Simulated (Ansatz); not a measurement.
# Static equation of state of H16C6Br2N2O (Pca2_1) (108 atoms)

The cell holds 108 atoms: 64 H, 24 C, 8 Br, 8 N and 4 O. Cell: a = 12.431 Å, b = 8.294 Å, c = 9.949 Å, α = 90.0°, β = 90.0°, γ = 90.0°. It derives from H16C6Br2N2O (Pca2_1), repeated 1×1×1. The starting structure: H16C6Br2N2O, space group Pca2_1, structure from the Crystallography Open Database, 1 x 1 x 1 conventional cells; every coordinate displaced by a Gaussian of 0.02 Å; bonds to H set to neutron lengths (C-H 1.089, N-H 1.015, O-H 0.983, B-H 1.19 Å) where the listed ones are shorter.

Calculated with Ansatz 0.2.0: Kohn-Sham DFT, PBE+D4, PAW (set soft_2), plane waves; cutoff 420 eV, Γ point, fermi-dirac smearing of 0.05 eV. Cell and atoms were relaxed first, to V0 = 9.4969 Å³ an atom at a residual P0 = 0.019 GPa. The cell was then scaled evenly, and the atoms were relaxed at each volume.

| volume (Å³/atom) | pressure (GPa) |
| --- | --- |
| 8.5472 | 2.009 |
| 8.9270 | ? |
| 9.2120 | 0.4846 |
| 9.7818 | -0.3625 |
| 10.067 | -0.6402 |

Task: Fit the third-order Birch–Murnaghan equation to the rows given and interpolate to the withheld row.

**Working.**

Take the Eulerian strain f = ½[(V0/V)^(2/3) − 1] and the normalised pressure F = (P − P0) / [3f(1 + 2f)^(5/2)]. The third-order Birch–Murnaghan equation is then the line F = B0 + (3/2)B0(B′ − 4) f, so u = f and v = F.

```
      u = f  v = F (GPa)
  0.0363830      15.3022
  0.0102569      14.3942
-0.00975643      13.6769
 -0.0190508      12.7035
```

With n = 4: mean u = 0.00445817, mean v = 14.0192, Σ(u − ū)² = 0.0018076, Σ(u − ū)(v − v̄) = 0.078931. Slope b = 0.078931 / 0.0018076 = 43.667; intercept a = v̄ − b ū = 13.825.

So B0 = a = 13.8 GPa and B′ = 4 + 2b/(3a) = 6.11. At the withheld volume f = 0.02106, F = a + b f = 14.74 GPa, and P = P0 + 3f(1 + 2f)^(5/2) F.

Prediction at 8.9270: 1.051 GPa. The run gave 1.056 GPa, so the fit is low by 0.0044 GPa (0.41 % of the value).

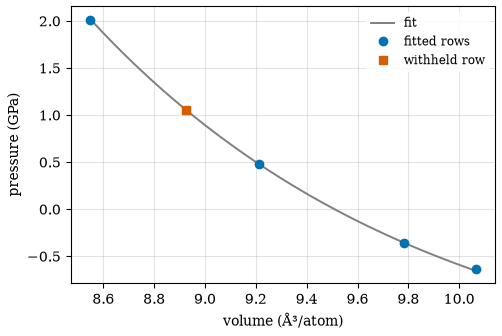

The fit, the rows that it rests on and the withheld row.

Among the rows given, the largest miss of the fit is at 10.067, by 0.015 GPa (0.57 % of the range of the table).

Limits: Static cells at zero temperature; the cell shape is held. The program notes that the SCF threshold of these relaxations is loose for the stress. Only the Γ point is sampled, in a cell whose shortest periodic width is 8 Å.

[Logs are printed without paths, hosts, clocks, repeated set-up lines and the standing remarks that a program may print on its own settings, such as how far it seeks lower states.]

[Hosts, paths, dates, database ids (printed as entryN), source tags and the programs' standing remarks are cut or masked in the printed files.]
